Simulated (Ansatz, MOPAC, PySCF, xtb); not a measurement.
H2O (SMILES O) and CH2O2 (SMILES O=CO) are pulled apart as rigid monomers along the line of their centres of mass, from the B3LYP-D3(BJ)/def2-TZVP minimum. Starting geometry (charge 0, multiplicity 1):
```xyz
8

O      0.687     0.145     0.208
H      0.358    -0.318    -0.570
H     -0.075     0.599     0.611
O     -0.905     0.694     2.433
C     -0.251    -0.040     3.138
O      0.788    -0.765     2.752
H     -0.458    -0.188     4.205
H      0.943    -0.605     1.784
```

Interaction energies with rigid monomers; basis-set methods are counterpoise corrected unless marked otherwise.

Cores are frozen in the correlated methods. The state that PM3 reach isn't checked.

Run with Ansatz (Gaussian basis) for Hartree–Fock, density functionals and correlated methods; MOPAC for PM3 (differences of heats of formation); PySCF for the dispersion terms; xtb for the GFN methods. 

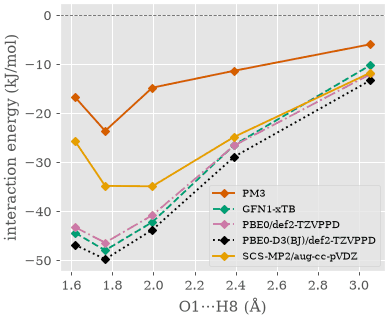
Figure. Interaction energy against separation

Q: Which level binds most strongly at O1···H8 = 1.76, and by how much?

A: PBE0-D3(BJ)/def2-TZVPPD, -50 kJ/mol.

Ansatz is a first-principles code.
